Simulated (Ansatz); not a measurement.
# C2H9GeOP: inversion of the pyramid at P5, part 2 of 3

Wanted: the energy profile along the inversion of the pyramid at P5, from relaxed end points and a band of images. SMILES of the start: CO[CH2][GeH2][PH2].

Ansatz 0.2.0; RHF/def2-SVP. The steps go on from the part before.

### Step 5. The band

crystal.atoms is end A as relaxed above, and neb.final_atoms is end B, turned to lie on A. With 7 inner images the band has 9 in all. The start path is listed, through a guess of the saddle.

The input, input.yaml:

```yaml
crystal:
  periodic: [false, false, false]
  atoms:
    - { symbol: C, position_ang: [-1.674511, 1.089747, 1.49098] }
    - { symbol: O, position_ang: [-0.731232, 0.207738, 0.983348] }
    - { symbol: C, position_ang: [-0.70078, 0.094744, -0.402478] }
    - { symbol: Ge, position_ang: [0.709222, -1.199109, -0.885665] }
    - { symbol: P, position_ang: [2.755007, -0.456559, -0.022231] }
    - { symbol: H, position_ang: [-2.692042, 0.794366, 1.212357] }
    - { symbol: H, position_ang: [-1.502596, 2.111218, 1.134105] }
    - { symbol: H, position_ang: [-1.592562, 1.08113, 2.575857] }
    - { symbol: H, position_ang: [-1.665011, -0.251352, -0.795775] }
    - { symbol: H, position_ang: [-0.495709, 1.0632, -0.876511] }
    - { symbol: H, position_ang: [0.746184, -1.336246, -2.418474] }
    - { symbol: H, position_ang: [0.396503, -2.569716, -0.271928] }
    - { symbol: H, position_ang: [2.875108, 0.655892, -0.88748] }
    - { symbol: H, position_ang: [3.55942, -1.314352, -0.807406] }
basis:
  gaussian: { orbitals: def2-SVP }
hamiltonian:
  xc: hf
neb:
  order_check: false
  images: 7
  f_tol: 0.03
  max_iterations: 56
  final_atoms:
    - { symbol: C, position_ang: [-1.53577091, 1.16013839, 1.44078388] }
    - { symbol: O, position_ang: [-0.58232133, 0.33848297, 0.85573853] }
    - { symbol: C, position_ang: [-0.78867678, 0.04457705, -0.4910294] }
    - { symbol: Ge, position_ang: [0.6924797, -1.12012493, -1.07626196] }
    - { symbol: P, position_ang: [2.69235808, 0.01119884, -0.63676336] }
    - { symbol: H, position_ang: [-2.5324896, 0.70731667, 1.40478738] }
    - { symbol: H, position_ang: [-1.58240632, 2.13636706, 0.94635601] }
    - { symbol: H, position_ang: [-1.25771858, 1.3091592, 2.48227716] }
    - { symbol: H, position_ang: [-1.75079737, -0.45994405, -0.64372891] }
    - { symbol: H, position_ang: [-0.80451916, 0.95828099, -1.09764199] }
    - { symbol: H, position_ang: [0.59142017, -1.35276597, -2.59369997] }
    - { symbol: H, position_ang: [0.60777699, -2.47426209, -0.35860911] }
    - { symbol: H, position_ang: [2.68617543, -0.22317822, 0.75492074] }
    - { symbol: H, position_ang: [3.55149069, -1.06454491, -0.95843002] }
  initial_path:
    images:
      - { positions_ang: [[-1.674511, 1.089747, 1.49098], [-0.731232, 0.207738, 0.983348], [-0.70078, 0.094744, -0.402478], [0.709222, -1.199109, -0.885665], [2.755007, -0.456559, -0.022231], [-2.692042, 0.794366, 1.212357], [-1.502596, 2.111218, 1.134105], [-1.592562, 1.08113, 2.575857], [-1.665011, -0.251352, -0.795775], [-0.495709, 1.0632, -0.876511], [0.746184, -1.336246, -2.418474], [0.396503, -2.569716, -0.271928], [2.875108, 0.655892, -0.88748], [3.55942, -1.314352, -0.807406]] }
      - { positions_ang: [[-1.63656702, 1.07710169, 1.4792286], [-0.6967389, 0.19894731, 0.98531547], [-0.69941993, 0.08688301, -0.40747091], [0.72781784, -1.19011897, -0.91977275], [2.75764543, -0.43801614, -0.12465894], [-2.66829192, 0.78061891, 1.20418783], [-1.47086252, 2.10895241, 1.10509143], [-1.56267731, 1.10523901, 2.56418993], [-1.65879815, -0.26919422, -0.76947192], [-0.48819099, 1.05872065, -0.87755806], [0.71753072, -1.33076041, -2.44667908], [0.42296932, -2.56496614, -0.28830854], [2.73139692, 0.74622912, -0.77386991], [3.51118752, -1.39893523, -0.70152416]] }
      - { positions_ang: [[-1.59862304, 1.06445637, 1.46747721], [-0.6622458, 0.19015662, 0.98728294], [-0.69805987, 0.07902203, -0.41246382], [0.74641367, -1.18112895, -0.95388051], [2.76028386, -0.41947327, -0.22708688], [-2.64454184, 0.76687182, 1.19601866], [-1.43912904, 2.10668681, 1.07607787], [-1.53279263, 1.12934803, 2.55252287], [-1.6525853, -0.28703644, -0.74316884], [-0.48067299, 1.0542413, -0.87860512], [0.68887744, -1.32527483, -2.47488415], [0.44943563, -2.56021628, -0.30468909], [2.58768584, 0.83656624, -0.66025983], [3.46295505, -1.48351845, -0.59564232]] }
      - { positions_ang: [[-1.56067906, 1.05181106, 1.45572581], [-0.6277527, 0.18136592, 0.98925041], [-0.6966998, 0.07116104, -0.41745674], [0.76500951, -1.17213892, -0.98798826], [2.76292229, -0.40093041, -0.32951482], [-2.62079176, 0.75312473, 1.1878495], [-1.40739556, 2.10442122, 1.0470643], [-1.50290794, 1.15345704, 2.5408558], [-1.64637245, -0.30487866, -0.71686575], [-0.47315498, 1.04976195, -0.87965218], [0.66022417, -1.31978924, -2.50308923], [0.47590195, -2.55546641, -0.32106963], [2.44397476, 0.92690336, -0.54664974], [3.41472257, -1.56810168, -0.48976048]] }
      - { positions_ang: [[-1.52273508, 1.03916574, 1.44397441], [-0.5932596, 0.17257523, 0.99121788], [-0.69533973, 0.06330006, -0.42244965], [0.78360534, -1.1631489, -1.02209601], [2.76556072, -0.38238754, -0.43194276], [-2.59704168, 0.73937764, 1.17968033], [-1.37566207, 2.10215562, 1.01805074], [-1.47302325, 1.17756605, 2.52918874], [-1.6401596, -0.32272088, -0.69056267], [-0.46563698, 1.04528259, -0.88069923], [0.63157089, -1.31430365, -2.53129431], [0.50236827, -2.55071655, -0.33745017], [2.30026369, 1.01724047, -0.43303965], [3.3664901, -1.6526849, -0.38387864]] }
      - { positions_ang: [[-1.52599404, 1.0694089, 1.44317678], [-0.59052503, 0.21405217, 0.95734805], [-0.718674, 0.05861931, -0.43959459], [0.76082393, -1.1523929, -1.0356375], [2.74726006, -0.28399095, -0.48314791], [-2.58090366, 0.7313624, 1.23595709], [-1.42734814, 2.11070848, 1.00012706], [-1.41919709, 1.21046434, 2.51746084], [-1.66781904, -0.35702667, -0.67885423], [-0.55035753, 1.02353219, -0.93493492], [0.62153321, -1.32391923, -2.54689572], [0.52872045, -2.53160294, -0.34273991], [2.39674162, 0.7071358, -0.13604955], [3.41274025, -1.50564991, -0.52751648]] }
      - { positions_ang: [[-1.52925299, 1.09965206, 1.44237915], [-0.58779047, 0.2555291, 0.92347821], [-0.74200826, 0.05393856, -0.45673952], [0.73804252, -1.14163691, -1.04917899], [2.7289594, -0.18559435, -0.53435306], [-2.56476564, 0.72334716, 1.29223385], [-1.4790342, 2.11926134, 0.98220338], [-1.36537092, 1.24336262, 2.50573295], [-1.69547849, -0.39133246, -0.66714579], [-0.63507807, 1.00178179, -0.98917061], [0.61149553, -1.33353481, -2.56249714], [0.55507263, -2.51248932, -0.34802964], [2.49321956, 0.39703113, 0.16094055], [3.4589904, -1.35861491, -0.67115433]] }
      - { positions_ang: [[-1.53251195, 1.12989523, 1.44158151], [-0.5850559, 0.29700603, 0.88960837], [-0.76534252, 0.0492578, -0.47388446], [0.71526111, -1.13088092, -1.06272047], [2.71065874, -0.08719776, -0.58555821], [-2.54862762, 0.71533192, 1.34851062], [-1.53072026, 2.1278142, 0.9642797], [-1.31154475, 1.27626091, 2.49400506], [-1.72313793, -0.42563826, -0.65543735], [-0.71979862, 0.98003139, -1.0434063], [0.60145785, -1.34315039, -2.57809856], [0.58142481, -2.49337571, -0.35331938], [2.5896975, 0.08692645, 0.45793064], [3.50524055, -1.21157991, -0.81479217]] }
      - { positions_ang: [[-1.53577091, 1.16013839, 1.44078388], [-0.58232133, 0.33848297, 0.85573853], [-0.78867678, 0.04457705, -0.4910294], [0.6924797, -1.12012493, -1.07626196], [2.69235808, 0.01119884, -0.63676336], [-2.5324896, 0.70731667, 1.40478738], [-1.58240632, 2.13636706, 0.94635601], [-1.25771858, 1.3091592, 2.48227716], [-1.75079737, -0.45994405, -0.64372891], [-0.80451916, 0.95828099, -1.09764199], [0.59142017, -1.35276597, -2.59369997], [0.60777699, -2.47426209, -0.35860911], [2.68617543, -0.22317822, 0.75492074], [3.55149069, -1.06454491, -0.95843002]] }
```

The run is started by

```bash
$ ansatz run input.yaml --threads 2 --pin off --max-ram 3072MiB --backend cpu --events-out ev --progress --plain --runs-dir out
```

What it wrote:

```text
Warning: RAYON_NUM_THREADS=2 ignored (pool sized by the plan → 2); use --threads N
Engine: ansatz 0.2.0, aarch64-unknown-linux-gnu
Functional definition: HF
  exchange = exact_x
  correlation = 0
1475 factors; integrals over basis functions are off by at most 3.5e-4 eV
mean field evaluation 1: about -69969.7511 eV, gradient 2.7e1 eV
mean field evaluation 2: about -69969.8617 eV, gradient 2.7e1 eV
mean field evaluation 4: about -69972.1610 eV, gradient 4.4e0 eV
mean field evaluation 8: about -69972.2115 eV, gradient 1.8e-1 eV
mean field -69972.21168106 eV, -2571.4313504106 hartree, gradient 1.8e-5 eV, S^2 0.000000; 0 other end points of the search recorded, 0 dependent functions left out
[... 4 lines left out ...]
mean field -69972.24313626 eV, -2571.4325063678 hartree, gradient 1.4e-5 eV, S^2 0.000000; 0 other end points of the search recorded, 0 dependent functions left out
[... 2 lines left out ...]
NEB end point (image 0): max|allowed force component| = 1.103e-2 eV/Å (the criterion of neb.relax_end_points is 1.000e-2)
NEB end point (image 8): max|allowed force component| = 1.551e-2 eV/Å (the criterion of neb.relax_end_points is 1.000e-2)
[... 2 lines left out ...]
mean field -69971.79961614 eV, -2571.4162073038 hartree, gradient 2.2e-5 eV, S^2 0.000000; 0 other end points of the search recorded, 0 dependent functions left out
[... 3 lines left out ...]
mean field -69970.80587811 eV, -2571.3796881050 hartree, gradient 2.1e-5 eV, S^2 0.000000; 0 other end points of the search recorded, 0 dependent functions left out
[... 3 lines left out ...]
mean field -69969.63130538 eV, -2571.3365233532 hartree, gradient 1.3e-5 eV, S^2 0.000000; 0 other end points of the search recorded, 0 dependent functions left out
[... 4 lines left out ...]
mean field -69968.68707463 eV, -2571.3018235131 hartree, gradient 2.0e-5 eV, S^2 0.000000; 0 other end points of the search recorded, 0 dependent functions left out
[... 3 lines left out ...]
mean field -69967.87559577 eV, -2571.2720022150 hartree, gradient 2.2e-5 eV, S^2 0.000000; 0 other end points of the search recorded, 0 dependent functions left out
[... 3 lines left out ...]
mean field -69965.01694062 eV, -2571.1669485761 hartree, gradient 2.3e-5 eV, S^2 0.000000; 0 other end points of the search recorded, 0 dependent functions left out
[... 4 lines left out ...]
mean field -69969.53043007 eV, -2571.3328162539 hartree, gradient 2.2e-5 eV, S^2 0.000000; 0 other end points of the search recorded, 0 dependent functions left out
[... from here on, the SCF cycles and remarks between the steps are left out, and one step in 5 is shown ...]
NEB iter   1: max|band force component| = 3.143e1 eV/Å  barrier→ = 7.1947 eV  barrier← = 7.2262 eV  Δτ_max = 0.2000 Å  (311 SCF iters)
NEB iter   2: max|band force component| = 9.669e0 eV/Å  barrier→ = 2.2582 eV  barrier← = 2.2897 eV  Δτ_max = 0.2000 Å  (228 SCF iters)
NEB iter   5: max|band force component| = 1.480e0 eV/Å  barrier→ = 1.2782 eV  barrier← = 1.3096 eV  Δτ_max = 0.1959 Å  (220 SCF iters)
NEB iter  10: max|band force component| = 1.780e0 eV/Å  barrier→ = 0.9472 eV  barrier← = 0.9786 eV  CI = image 2  Δτ_max = 0.1991 Å  (218 SCF iters)
NEB iter  15: max|band force component| = 2.331e-1 eV/Å  barrier→ = 1.2487 eV  barrier← = 1.2802 eV  CI = image 2  Δτ_max = 0.0477 Å  (231 SCF iters)
NEB iter  20: max|band force component| = 6.850e-2 eV/Å  barrier→ = 1.2342 eV  barrier← = 1.2656 eV  CI = image 2  Δτ_max = 0.0296 Å  (215 SCF iters)
NEB iter  25: max|band force component| = 3.751e-2 eV/Å  barrier→ = 1.2240 eV  barrier← = 1.2554 eV  CI = image 2  Δτ_max = 0.0148 Å  (211 SCF iters)
NEB iter  30: max|band force component| = 3.873e-2 eV/Å  barrier→ = 1.2146 eV  barrier← = 1.2460 eV  CI = image 2  Δτ_max = 0.0296 Å  (225 SCF iters)
NEB iter  35: max|band force component| = 3.829e-2 eV/Å  barrier→ = 1.2089 eV  barrier← = 1.2404 eV  CI = image 2  Δτ_max = 0.0296 Å  (217 SCF iters)
NEB iter  40: max|band force component| = 5.691e-2 eV/Å  barrier→ = 1.1958 eV  barrier← = 1.2273 eV  CI = image 2  Δτ_max = 0.0296 Å  (226 SCF iters)
NEB iter  45: max|band force component| = 8.046e-2 eV/Å  barrier→ = 1.1761 eV  barrier← = 1.2076 eV  CI = image 2  Δτ_max = 0.0591 Å  (227 SCF iters)
NEB iter  50: max|band force component| = 6.574e-2 eV/Å  barrier→ = 1.1602 eV  barrier← = 1.1917 eV  CI = image 2  Δτ_max = 0.0591 Å  (229 SCF iters)
NEB iter  55: max|band force component| = 5.921e-2 eV/Å  barrier→ = 1.1457 eV  barrier← = 1.1772 eV  CI = image 2  Δτ_max = 0.0591 Å  (230 SCF iters)
NEB iter  56: max|band force component| = 4.891e-2 eV/Å  barrier→ = 1.1438 eV  barrier← = 1.1752 eV  CI = image 2  Δτ_max = 0.0590 Å  (220 SCF iters)
[...]
this run last wrote the band of iteration 56 to <dir>
Error: NEB band did not converge after 56 iterations: max|band force component| = 4.89e-2 eV/Å (threshold 3.0e-2); raise `neb.max_iterations` in a new run, which can start from the last band evaluated (`neb.initial_path`, with `crystal.atoms` and `neb.final_atoms` set to its first and last images), add images, or start from endpoints closer to local minima. Where this run's directory can be resumed (`checkpoint.write`), a resume goes on for up to `neb.max_iterations` more; to start a new run from the last band, take its images' positions from the `neb_iteration` event of iteration 56 (`data.images[].positions_ang`), in the event stream of the run that computed that iteration (not this run's, if it was resumed behind it). With `checkpoint.write`, `steps/00-neb/state/checkpoint.json` in the run directory holds the last saved band, under `neb.evaluated.images[].positions_ang` (a band under a hybrid functional on support functions is neither saved nor resumed: `neb.initial_path` says where its path is): check the last entry of `neb.iterations` there, which is earlier than 56 if that iteration was not saved or its write failed. If the band's step has no `state` directory and holds `state.next`, a write was cut short, and the file is under `state.next` instead (behind a loss of power it can be under `state.prev`)
this run wrote the band of iteration 56 to <dir> as well, whether or not its events were kept: a new run's `neb.initial_path` can list its `images[].positions_ang`
a run's events are kept only if it was started with --events-out <file>, and are in that file
```

It took 16 min on 2 threads of Arm Neoverse V2, shared host; peak memory 0.35 GiB.

### Step 6. Images and barrier

The run ended unconverged after 56 band iterations. The table shows its last band, which is no minimum-energy path. Images 0 and 8 are the ends. Energies count from image 0; the path length is the program's own measure over all atoms.

| image | path (Å) | energy (eV) | sum of angles at P5 (°) | band force (eV/Å) |
| --- | --- | --- | --- | --- |
| 0 | 0.000 | 0.0000 | 286.5 | - |
| 1 | 1.285 | 0.0287 | 287.8 | 0.036 |
| 2* | 2.569 | 1.1438 | 360.0 | 0.037 |
| 3 | 3.468 | 0.0191 | 297.6 | 0.049 |
| 4 | 4.369 | -0.0204 | 288.5 | 0.040 |
| 5 | 5.269 | 0.0069 | 286.4 | 0.030 |
| 6 | 6.168 | 0.0221 | 285.9 | 0.017 |
| 7 | 7.067 | -0.0094 | 287.1 | 0.007 |
| 8 | 7.966 | -0.0315 | 287.8 | - |

The star marks the climbing image.

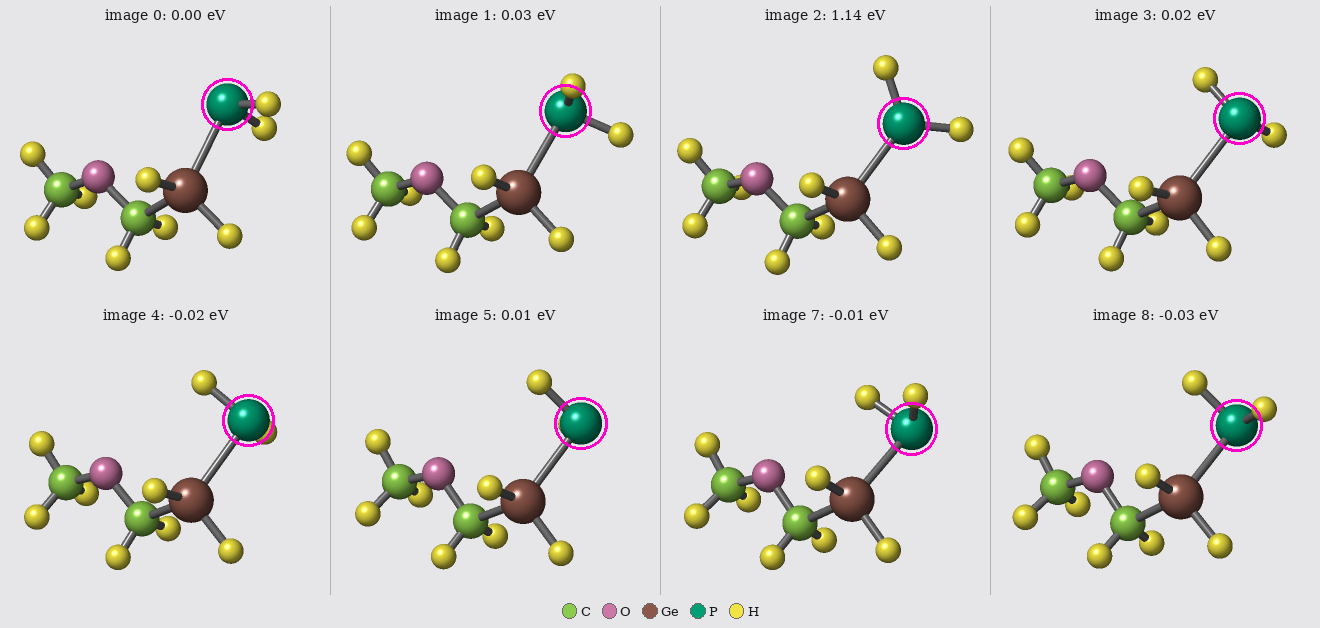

Snapshots along the band, viewed from a chosen angle. Ringed: P5. Sticks join atoms closer than a bonding distance in each image.

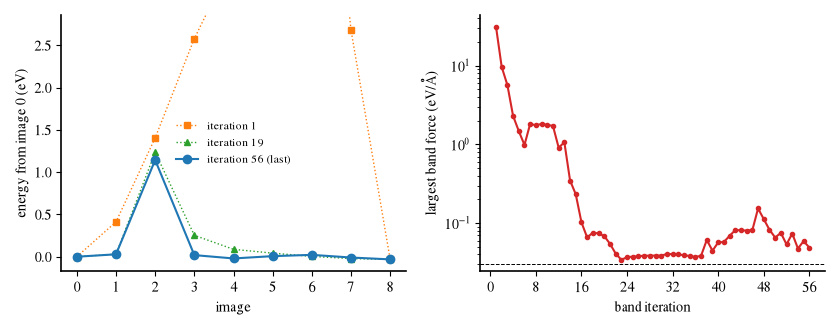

Left: energy of each image for early iterations and the last one (lines only join the points; early values far above the last band run off the scale). Right: the largest band force by iteration, with the threshold dashed.

The top of the band by iteration:

| iteration | highest image above image 0 (eV) | largest band force (eV/Å) |
| --- | --- | --- |
| 1 | 7.1947 | 31.428 |
| 6 | 1.0320 | 0.987 |
| 11 | 0.9520 | 1.718 |
| 16 | 1.2433 | 0.102 |
| 21 | 1.2319 | 0.055 |
| 26 | 1.2229 | 0.038 |
| 31 | 1.2126 | 0.040 |
| 36 | 1.2071 | 0.037 |
| 41 | 1.1939 | 0.058 |
| 46 | 1.1730 | 0.082 |
| 51 | 1.1579 | 0.075 |
| 56 | 1.1438 | 0.049 |

Positions of all images (Å):

```xyz
14
image=0 dE=0.0000
C    -1.675    1.090    1.491
O    -0.731    0.208    0.983
C    -0.701    0.095   -0.402
Ge    0.709   -1.199   -0.886
P     2.755   -0.457   -0.022
H    -2.692    0.794    1.212
H    -1.503    2.111    1.134
H    -1.593    1.081    2.576
H    -1.665   -0.251   -0.796
H    -0.496    1.063   -0.877
H     0.746   -1.336   -2.418
H     0.397   -2.570   -0.272
H     2.875    0.656   -0.887
H     3.559   -1.314   -0.807
14
image=1 dE=0.0287
C    -1.707    1.020    1.546
O    -0.775    0.166    0.975
C    -0.752    0.142   -0.416
Ge    0.719   -1.057   -0.957
P     2.751   -0.130   -0.227
H    -2.729    0.755    1.253
H    -1.526    2.061    1.260
H    -1.622    0.936    2.628
H    -1.705   -0.218   -0.824
H    -0.588    1.146   -0.828
H     0.705   -1.217   -2.487
H     0.517   -2.428   -0.302
H     3.277    0.158   -1.506
H     3.423   -1.363   -0.086
14
image=2 dE=1.1438
C    -1.644    0.978    1.573
O    -0.776    0.088    0.958
C    -0.770    0.121   -0.433
Ge    0.602   -1.143   -1.068
P     2.722   -0.461   -0.621
H    -2.684    0.793    1.280
H    -1.397    2.016    1.326
H    -1.556    0.846    2.649
H    -1.750   -0.164   -0.840
H    -0.544    1.126   -0.808
H     0.537   -1.235   -2.599
H     0.364   -2.505   -0.414
H     3.548    0.086   -1.591
H     3.335   -0.575    0.616
14
image=3 dE=0.0191
C    -1.599    0.968    1.558
O    -0.671    0.123    0.963
C    -0.648    0.147   -0.428
Ge    0.660   -1.185   -1.083
P     2.953   -0.877   -0.691
H    -2.621    0.730    1.244
H    -1.401    2.017    1.315
H    -1.528    0.840    2.636
H    -1.629   -0.127   -0.840
H    -0.417    1.150   -0.808
H     0.513   -1.269   -2.614
H     0.301   -2.542   -0.466
H     3.140    0.344   -1.374
H     2.935   -0.348    0.616
14
image=4 dE=-0.0204
C    -1.472    0.998    1.527
O    -0.541    0.174    0.910
C    -0.647    0.093   -0.474
Ge    0.655   -1.228   -1.154
P     2.892   -0.730   -0.679
H    -2.494    0.632    1.375
H    -1.415    2.024    1.146
H    -1.260    1.009    2.594
H    -1.654   -0.223   -0.776
H    -0.468    1.068   -0.944
H     0.515   -1.285   -2.686
H     0.338   -2.611   -0.571
H     2.817    0.655   -0.955
H     2.721   -0.607    0.716
14
image=5 dE=0.0069
C    -1.404    1.054    1.491
O    -0.503    0.205    0.865
C    -0.701    0.033   -0.501
Ge    0.665   -1.209   -1.203
P     2.857   -0.514   -0.743
H    -2.430    0.677    1.419
H    -1.376    2.059    1.057
H    -1.130    1.121    2.542
H    -1.699   -0.373   -0.710
H    -0.630    0.989   -1.035
H     0.481   -1.293   -2.729
H     0.472   -2.610   -0.607
H     2.521    0.816   -0.406
H     2.864   -0.984    0.588
14
image=6 dE=0.0221
C    -1.424    1.076    1.474
O    -0.517    0.237    0.844
C    -0.723    0.047   -0.520
Ge    0.670   -1.183   -1.191
P     2.804   -0.270   -0.824
H    -2.446    0.688    1.405
H    -1.409    2.083    1.042
H    -1.147    1.143    2.524
H    -1.714   -0.380   -0.717
H    -0.674    0.999   -1.064
H     0.455   -1.377   -2.702
H     0.537   -2.547   -0.502
H     2.364    0.680    0.123
H     3.210   -1.224    0.135
14
image=7 dE=-0.0094
C    -1.477    1.106    1.461
O    -0.548    0.281    0.841
C    -0.750    0.061   -0.519
Ge    0.677   -1.153   -1.143
P     2.731   -0.082   -0.792
H    -2.487    0.689    1.401
H    -1.488    2.105    1.012
H    -1.198    1.197    2.509
H    -1.732   -0.390   -0.707
H    -0.718    1.002   -1.083
H     0.497   -1.418   -2.647
H     0.578   -2.489   -0.393
H     2.435    0.299    0.533
H     3.466   -1.237   -0.444
14
image=8 dE=-0.0315
C    -1.536    1.160    1.441
O    -0.582    0.338    0.856
C    -0.789    0.045   -0.491
Ge    0.692   -1.120   -1.076
P     2.692    0.011   -0.637
H    -2.532    0.707    1.405
H    -1.582    2.136    0.946
H    -1.258    1.309    2.482
H    -1.751   -0.460   -0.644
H    -0.805    0.958   -1.098
H     0.591   -1.353   -2.594
H     0.608   -2.474   -0.359
H     2.686   -0.223    0.755
H     3.551   -1.065   -0.958
```

(Continued in part 3 of 3.)
